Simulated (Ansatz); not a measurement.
# TaHCl₄F: geometry relaxation (part 1 of 2)

- system: TaHCl₄F, multiplicity 2
- method: UKS PBE/def2-SVP (Ansatz 0.2.0)

It belongs to a series of runs on one base structure; here: end point B relaxed. Figures and captions count atoms from 1; the log counts them from 0 in places.

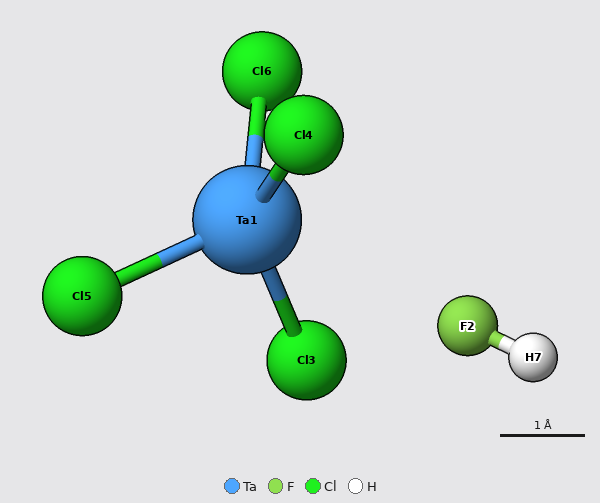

Fig. 1: The input geometry (ball-and-stick view, seen at a tilt; atoms are numbered from 1 in the order of the input). Sticks mark near contacts. Bond lengths as drawn: Cl–Ta 2.30 to 2.31 Å and F–H 0.93 Å.

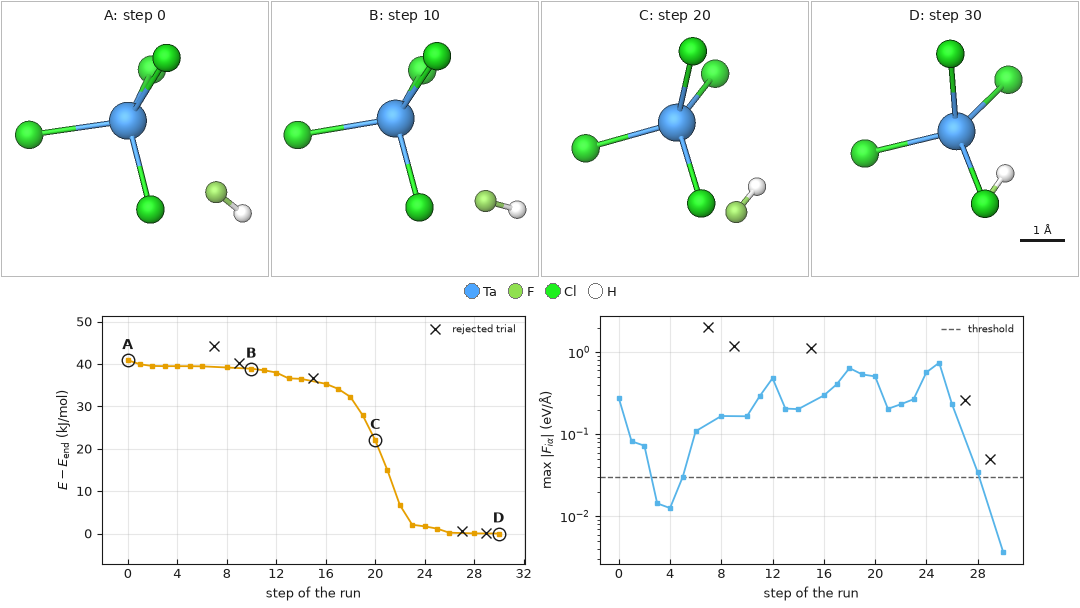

Fig. 2: Frames of the relaxation (ball-and-stick view, seen at a tilt) above the curves, on which the letters mark them (the first geometry is step 0 here and step 1 in the log).

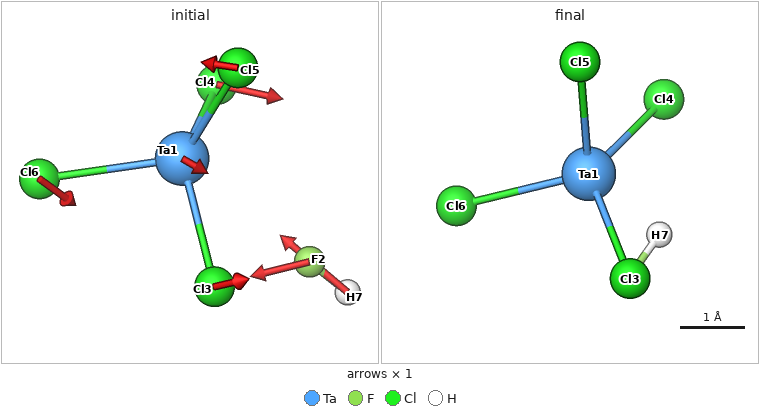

Fig. 3: Before (left) and after (right) the relaxation, at one scale (ball-and-stick view, seen at a tilt). The red arrows give the displacements, at true length. Over 30 geometry steps the energy falls by 40.9 kJ/mol. Largest force component: 0.28 eV/Å at the start, 0.0037 eV/Å at the end. The line search rejected the trial steps at points 7, 9, 15, 27, 29 (counted from 0) and went back. H7 moves most after the best rigid fit: 1.41 Å. Largest moves by element: H 1.41 Å, Cl 1.10 Å, F 0.98 Å, Ta 0.49 Å. Among the contacts that change: Ta1–F2 3.132 → 2.444 Å, Ta1–Cl4 2.311 → 2.372 Å, F2–H7 0.930 → 0.958 Å, Ta1–Cl6 2.304 → 2.315 Å. New bonds form: Ta1–F2 (3.13 → 2.44 Å). Among the angles that change: Cl5–Ta1–Cl6 124.9° → 110.6°, Cl3–Ta1–Cl6 99.5° → 109.6°, Cl4–Ta1–Cl6 99.5° → 107.1°. (Atoms are counted from 1 in the order of the input.)

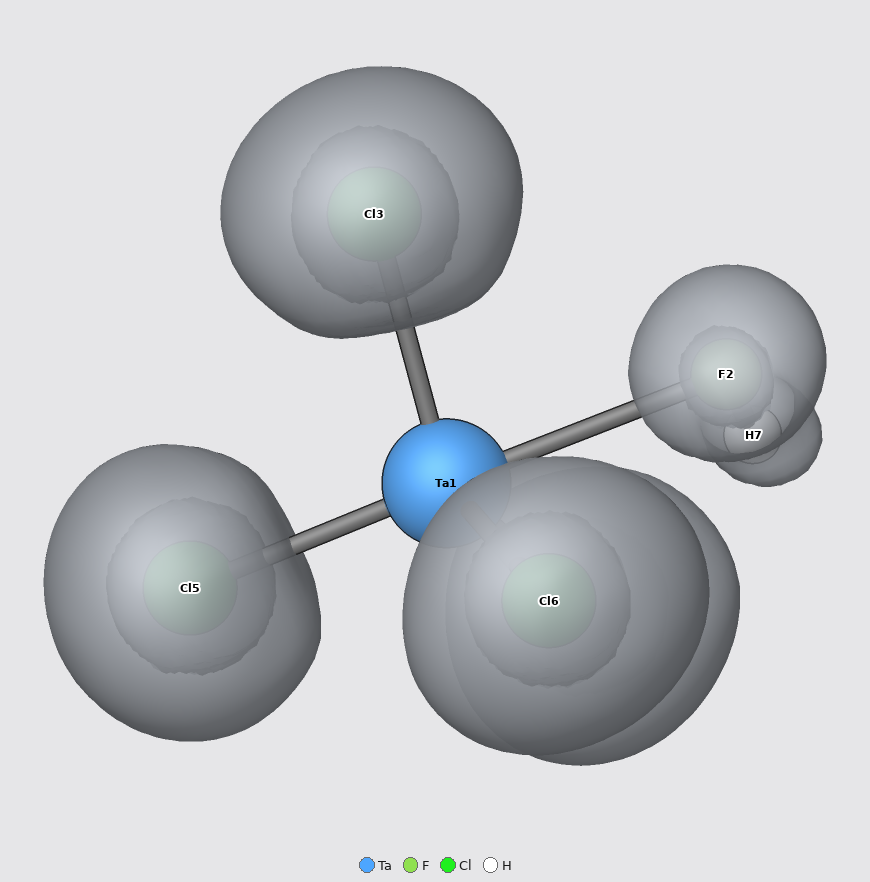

Fig. 4: Isosurface of the ELF at 0.75 (grey), seen at an oblique angle. Core shells and regions of very low density are left out. Profiles from the grid: Ta–Cl (2.30 Å): the ELF peaks at about 0.85 in the valence shell of Cl, 0.8 Å from its nucleus, and is about 0.40 at the midpoint. Ta–F (2.44 Å): the ELF is about 0.05 at the midpoint, which marks a largely ionic contact.

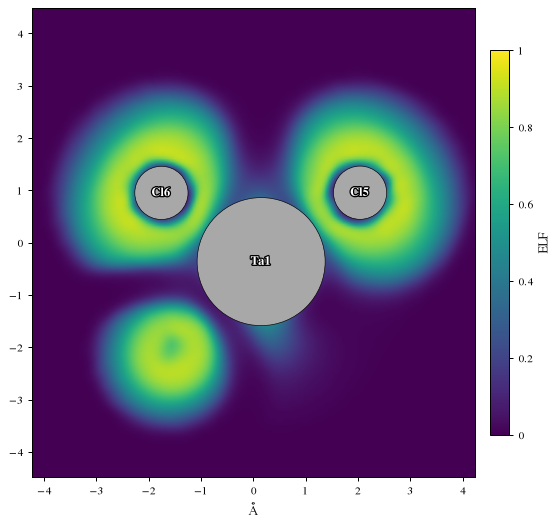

Fig. 5: Electron localisation function on the plane of atoms Cl5, Ta1 and Cl6. Grey discs, where drawn, cover atomic cores. Atoms in the plane: Ta and Cl. Ta–Cl (2.31 Å): the ELF peaks at about 0.85 in the valence shell of Cl, 0.8 Å from its nucleus, and is about 0.35 at the midpoint.

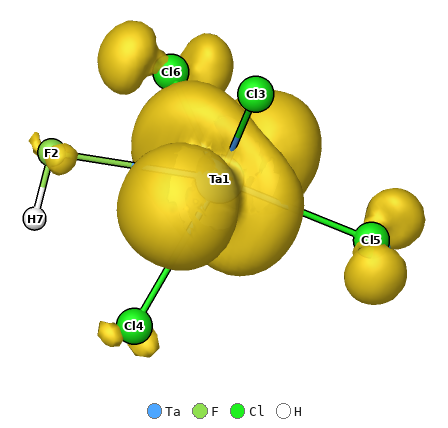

Fig. 6: Isosurfaces of the spin density (α minus β) at +0.02 (yellow) and −0.02 e/Å³ (cyan), seen at a tilt. The unpaired spin (1 electron) lies mostly on Ta1 (about 0.8), in electrons by Hirshfeld's partition.

The input and output of the run follow.

Input file:
```yaml
crystal:
  periodic: [false, false, false]
  atoms:
    - { symbol: Ta, position_ang: [-0.51448, 8.1e-05, 1.0e-06] }
    - { symbol: F, position_ang: [2.617903, -0.001811, 4.0e-05] }
    - { symbol: Cl, position_ang: [0.308561, 7.6e-05, 2.159145] }
    - { symbol: Cl, position_ang: [0.308582, 7.6e-05, -2.159136] }
    - { symbol: Cl, position_ang: [-1.579468, 2.043684, -3.0e-06] }
    - { symbol: Cl, position_ang: [-1.579483, -2.043517, -3.0e-06] }
    - { symbol: H, position_ang: [3.548386, 0.001411, -4.5e-05] }
magnetization:
  spin_polarized: true
  initial_magnetization: 1
basis:
  gaussian: { orbitals: def2-SVP }
hamiltonian:
  xc: pbe
relax:
  f_tol: 0.03
  max_steps: 50
output:
  orbitals: {}
```

Launch command:
```bash
ansatz run input.yaml --threads 4 --pin off --max-ram 5120MiB --backend cpu --events-out ev --progress --plain --runs-dir out
```

The program's output:
```
The last accepted step is kept in [file] (removed where the run ends without a failure and the disk answers)
Engine: ansatz 0.2.0, aarch64-unknown-linux-gnu
Functional definition: PBE
  parameter kappa = 0.804
  parameter beta = 0.06672455060314922
  exchange = pbe_x(kappa = kappa, mu = beta*pi^2/3)
  correlation = pbe_c(beta = beta)
1290 factors; their error is unknown
mean field evaluation 1: about -54339.8547 eV, gradient 2.4e1 eV
mean field evaluation 2: about -54336.6453 eV, gradient 4.0e1 eV
mean field evaluation 4: about -54341.6767 eV, gradient 4.0e0 eV
mean field evaluation 8: about -54341.7589 eV, gradient 6.7e-2 eV
mean field evaluation 16: about -54341.6773 eV, gradient 1.6e-4 eV
mean field evaluation 32: about -54340.9075 eV, gradient 3.2e-3 eV
mean field -54341.67734163 eV, -1997.0198081929 hartree, gradient 6.9e-6 eV, S^2 0.752916; 6 other end points of the search recorded, 0 dependent functions left out
the calculation of the forces begins
reference -54341.67740406 eV, -1997.0198104875 hartree; 46, 45 occupied and 77, 78 virtual orbitals, 1290 factors
relax step   1: F+E_penalty+E_count = -54341.67734163 eV  Δ(F+E_penalty+E_count) = +0.000e0 eV  max|allowed force component| = 2.778e-1 eV/Å  Δτ_max = 0.0000 Å  (99 SCF iters, accepted)
these checks for a lower state are left out or cut short: starts, cluster_reference, orbital_swaps, neighbouring_geometries, increment
1290 factors; their error is unknown
mean field -54341.68747629 eV, -1997.0201806350 hartree, gradient 2.7e-5 eV, S^2 0.752864; 0 other end points of the search recorded, 0 dependent functions left out
[... from here on the field's lines of each further geometry are left out, up to the last ...]
relax step   2: F+E_penalty+E_count = -54341.68747629 eV  Δ(F+E_penalty+E_count) = -1.013e-2 eV  max|allowed force component| = 8.230e-2 eV/Å  Δτ_max = 0.1944 Å  (33 SCF iters, accepted)
relax step   3: F+E_penalty+E_count = -54341.69150765 eV  Δ(F+E_penalty+E_count) = -4.031e-3 eV  max|allowed force component| = 7.266e-2 eV/Å  Δτ_max = 0.0760 Å  (34 SCF iters, accepted)
relax step   4: F+E_penalty+E_count = -54341.69197005 eV  Δ(F+E_penalty+E_count) = -4.624e-4 eV  max|allowed force component| = 1.441e-2 eV/Å  Δτ_max = 0.0098 Å  (33 SCF iters, accepted)
relax step   5: F+E_penalty+E_count = -54341.69199960 eV  Δ(F+E_penalty+E_count) = -2.954e-5 eV  max|allowed force component| = 1.262e-2 eV/Å  Δτ_max = 0.0088 Å  (33 SCF iters, accepted)
relax step   6: F+E_penalty+E_count = -54341.69209024 eV  Δ(F+E_penalty+E_count) = -9.064e-5 eV  max|allowed force component| = 3.053e-2 eV/Å  Δτ_max = 0.0165 Å  (33 SCF iters, accepted)
relax step   7: F+E_penalty+E_count = -54341.69238639 eV  Δ(F+E_penalty+E_count) = -2.962e-4 eV  max|allowed force component| = 1.091e-1 eV/Å  Δτ_max = 0.0321 Å  (33 SCF iters, accepted)
relax step   8: F+E_penalty+E_count = -54341.64164118 eV  Δ(F+E_penalty+E_count) = +5.075e-2 eV  max|allowed force component| = 2.046e0 eV/Å  Δτ_max = 0.1519 Å  (39 SCF iters, rejected (line search))
relax step   9: F+E_penalty+E_count = -54341.69522519 eV  Δ(F+E_penalty+E_count) = -2.839e-3 eV  max|allowed force component| = 1.672e-1 eV/Å  Δτ_max = 0.0759 Å  (33 SCF iters, accepted)
relax step  10: F+E_penalty+E_count = -54341.68521004 eV  Δ(F+E_penalty+E_count) = +1.002e-2 eV  max|allowed force component| = 1.198e0 eV/Å  Δτ_max = 0.0985 Å  (34 SCF iters, rejected (line search))
relax step  11: F+E_penalty+E_count = -54341.69824340 eV  Δ(F+E_penalty+E_count) = -3.018e-3 eV  max|allowed force component| = 1.661e-1 eV/Å  Δτ_max = 0.0492 Å  (34 SCF iters, accepted)
relax step  12: F+E_penalty+E_count = -54341.70199133 eV  Δ(F+E_penalty+E_count) = -3.748e-3 eV  max|allowed force component| = 2.923e-1 eV/Å  Δτ_max = 0.0488 Å  (33 SCF iters, accepted)
relax step  13: F+E_penalty+E_count = -54341.70749536 eV  Δ(F+E_penalty+E_count) = -5.504e-3 eV  max|allowed force component| = 4.833e-1 eV/Å  Δτ_max = 0.0732 Å  (33 SCF iters, accepted)
relax step  14: F+E_penalty+E_count = -54341.72181379 eV  Δ(F+E_penalty+E_count) = -1.432e-2 eV  max|allowed force component| = 2.061e-1 eV/Å  Δτ_max = 0.1125 Å  (38 SCF iters, accepted)
relax step  15: F+E_penalty+E_count = -54341.72297129 eV  Δ(F+E_penalty+E_count) = -1.157e-3 eV  max|allowed force component| = 2.029e-1 eV/Å  Δτ_max = 0.0116 Å  (34 SCF iters, accepted)
relax step  16: F+E_penalty+E_count = -54341.72163257 eV  Δ(F+E_penalty+E_count) = +1.339e-3 eV  max|allowed force component| = 1.133e0 eV/Å  Δτ_max = 0.1939 Å  (40 SCF iters, rejected (line search))
relax step  17: F+E_penalty+E_count = -54341.73502925 eV  Δ(F+E_penalty+E_count) = -1.206e-2 eV  max|allowed force component| = 2.976e-1 eV/Å  Δτ_max = 0.0970 Å  (34 SCF iters, accepted)
relax step  18: F+E_penalty+E_count = -54341.74728673 eV  Δ(F+E_penalty+E_count) = -1.226e-2 eV  max|allowed force component| = 4.066e-1 eV/Å  Δτ_max = 0.0953 Å  (34 SCF iters, accepted)
relax step  19: F+E_penalty+E_count = -54341.76703939 eV  Δ(F+E_penalty+E_count) = -1.975e-2 eV  max|allowed force component| = 6.417e-1 eV/Å  Δτ_max = 0.1461 Å  (38 SCF iters, accepted)
relax step  20: F+E_penalty+E_count = -54341.81222904 eV  Δ(F+E_penalty+E_count) = -4.519e-2 eV  max|allowed force component| = 5.366e-1 eV/Å  Δτ_max = 0.2000 Å  (40 SCF iters, accepted)
relax step  21: F+E_penalty+E_count = -54341.87249994 eV  Δ(F+E_penalty+E_count) = -6.027e-2 eV  max|allowed force component| = 5.087e-1 eV/Å  Δτ_max = 0.1960 Å  (42 SCF iters, accepted)
relax step  22: F+E_penalty+E_count = -54341.94669948 eV  Δ(F+E_penalty+E_count) = -7.420e-2 eV  max|allowed force component| = 2.046e-1 eV/Å  Δτ_max = 0.1977 Å  (42 SCF iters, accepted)
relax step  23: F+E_penalty+E_count = -54342.03142609 eV  Δ(F+E_penalty+E_count) = -8.473e-2 eV  max|allowed force component| = 2.324e-1 eV/Å  Δτ_max = 0.1980 Å  (43 SCF iters, accepted)
relax step  24: F+E_penalty+E_count = -54342.07978077 eV  Δ(F+E_penalty+E_count) = -4.835e-2 eV  max|allowed force component| = 2.676e-1 eV/Å  Δτ_max = 0.1943 Å  (42 SCF iters, accepted)
relax step  25: F+E_penalty+E_count = -54342.08360820 eV  Δ(F+E_penalty+E_count) = -3.827e-3 eV  max|allowed force component| = 5.694e-1 eV/Å  Δτ_max = 0.1829 Å  (52 SCF iters, accepted)
relax step  26: F+E_penalty+E_count = -54342.08917399 eV  Δ(F+E_penalty+E_count) = -5.566e-3 eV  max|allowed force component| = 7.459e-1 eV/Å  Δτ_max = 0.1303 Å  (49 SCF iters, accepted)
relax step  27: F+E_penalty+E_count = -54342.09916590 eV  Δ(F+E_penalty+E_count) = -9.992e-3 eV  max|allowed force component| = 2.331e-1 eV/Å  Δτ_max = 0.0371 Å  (45 SCF iters, accepted)
relax step  28: F+E_penalty+E_count = -54342.09529133 eV  Δ(F+E_penalty+E_count) = +3.875e-3 eV  max|allowed force component| = 2.598e-1 eV/Å  Δτ_max = 0.0978 Å  (53 SCF iters, rejected (line search))
relax step  29: F+E_penalty+E_count = -54342.10083849 eV  Δ(F+E_penalty+E_count) = -1.673e-3 eV  max|allowed force component| = 3.458e-2 eV/Å  Δτ_max = 0.0456 Å  (48 SCF iters, accepted)
relax step  30: F+E_penalty+E_count = -54342.10029763 eV  Δ(F+E_penalty+E_count) = +5.409e-4 eV  max|allowed force component| = 4.964e-2 eV/Å  Δτ_max = 0.0387 Å  (47 SCF iters, rejected (line search))
the calculation of the forces begins
reference -54342.10122033 eV, -1997.0353854479 hartree; 46, 45 occupied and 77, 78 virtual orbitals, 1290 factors
relax step  31: F+E_penalty+E_count = -54342.10115780 eV  Δ(F+E_penalty+E_count) = -3.193e-4 eV  max|allowed force component| = 3.650e-3 eV/Å  Δτ_max = 0.0150 Å  (47 SCF iters, accepted)
1290 factors; their error is unknown
mean field evaluation 320: about -54342.1011 eV, gradient 5.0e-2 eV
mean field evaluation 352: about -54341.8998 eV, gradient 1.1e0 eV
mean field -54342.10115780 eV, -1997.0353831500 hartree, gradient 5.6e-6 eV, S^2 0.753046; 7 other end points of the search recorded, 0 dependent functions left out
the calculation of the forces begins
reference -54342.10122033 eV, -1997.0353854479 hartree; 46, 45 occupied and 77, 78 virtual orbitals, 1290 factors
Total energy: -54342.10122033 eV, -1997.0353854479 hartree
Atom 0 at    -0.102141     0.196072     0.147504 Å, force    -0.000520     0.002105    -0.000997 eV/Å
Atom 1 at     2.128712    -0.799397     0.205227 Å, force    -0.001079    -0.000138     0.000885 eV/Å
Atom 2 at     0.328967     0.697903     2.353521 Å, force    -0.000421     0.000641     0.001752 eV/Å
Atom 3 at     1.003382     0.811193    -1.859424 Å, force     0.002563     0.000274    -0.000613 eV/Å
Atom 4 at    -1.955929     1.527837    -0.175121 Å, force    -0.000035     0.000492     0.000865 eV/Å
Atom 5 at    -0.664409    -2.041876    -0.044735 Å, force     0.000361    -0.003650     0.000424 eV/Å
Atom 6 at     2.371419    -0.391732    -0.626972 Å, force    -0.000870     0.000277    -0.002316 eV/Å
Dipole moment:     0.390107     0.019062    -0.112347 e Å
```

Trajectory as extended XYZ (Å, eV, eV/Å), 31 frames, from step=1 to step=31:
```
7
Properties=species:S:1:pos:R:3:forces:R:3 step=1 energy=-54341.67734
Ta   -0.5145    0.0001    0.0000   -0.1903  -0.0003   0.0000
F     2.6179   -0.0018    0.0000   -0.2001  -0.0012   0.0000
Cl    0.3086    0.0001    2.1591    0.0191   0.0001  -0.0030
Cl    0.3086    0.0001   -2.1591    0.0191   0.0001   0.0030
Cl   -1.5795    2.0437    0.0000    0.0371   0.0547   0.0000
Cl   -1.5795   -2.0435    0.0000    0.0372  -0.0545   0.0000
H     3.5484    0.0014    0.0000    0.2778   0.0011   0.0000
7
Properties=species:S:1:pos:R:3:forces:R:3 step=2 energy=-54341.68748
Ta   -0.6223    0.0001    0.0000   -0.0587  -0.0002   0.0000
F     2.8089   -0.0039    0.0002   -0.0370  -0.0005   0.0000
Cl    0.2301    0.0002    2.1485    0.0241   0.0001  -0.0823
Cl    0.2301    0.0002   -2.1485    0.0241   0.0001   0.0823
Cl   -1.6398    2.0706    0.0000    0.0256  -0.0104   0.0000
Cl   -1.6398   -2.0703    0.0000    0.0257   0.0106   0.0000
H     3.7428    0.0030   -0.0001   -0.0038   0.0004   0.0000
7
Properties=species:S:1:pos:R:3:forces:R:3 step=3 energy=-54341.69151
Ta   -0.6244    0.0002    0.0000    0.0727  -0.0003   0.0001
F     2.7329   -0.0062    0.0004    0.0568  -0.0002   0.0001
Cl    0.2780    0.0004    2.1248   -0.0324   0.0001  -0.0289
Cl    0.2781    0.0004   -2.1248   -0.0322   0.0001   0.0288
Cl   -1.6112    2.0854    0.0000   -0.0074  -0.0013   0.0000
Cl   -1.6112   -2.0850    0.0000   -0.0072   0.0016   0.0000
H     3.6679    0.0047   -0.0004   -0.0503  -0.0001  -0.0001
```
